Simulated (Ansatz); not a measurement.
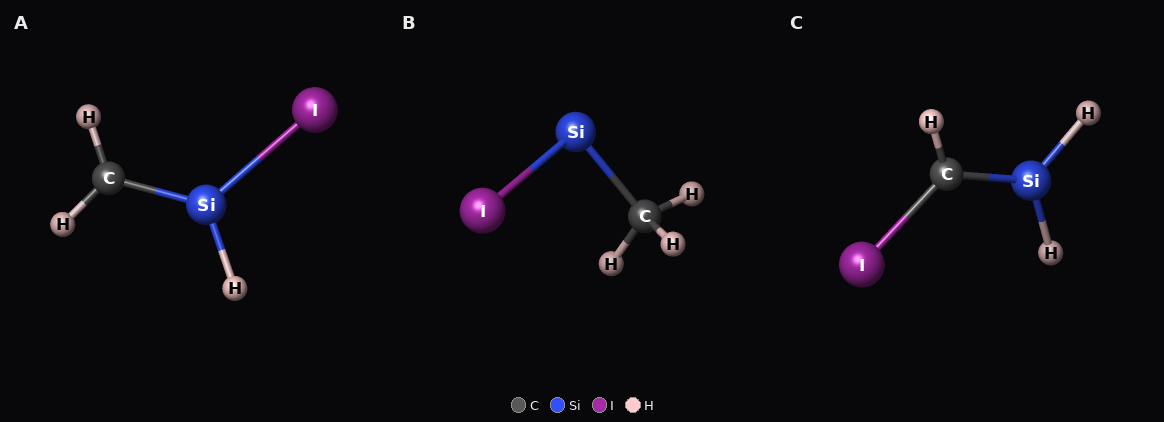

3 stationary structures of one formula. Geometries: PBE0-D4/def2-TZVP. Electronic energies: RHF-CCSD(T) (frozen core)/def2-TZVPP (Ansatz 0.2.0), without zero-point energy. No frequency run is at hand to confirm each as a minimum.

Rank them by energy, lowest first.

Answer. B is lowest (Cs); A lies 11.0 kcal/mol above it (Cs), C lies 40.7 kcal/mol above it (Cs).
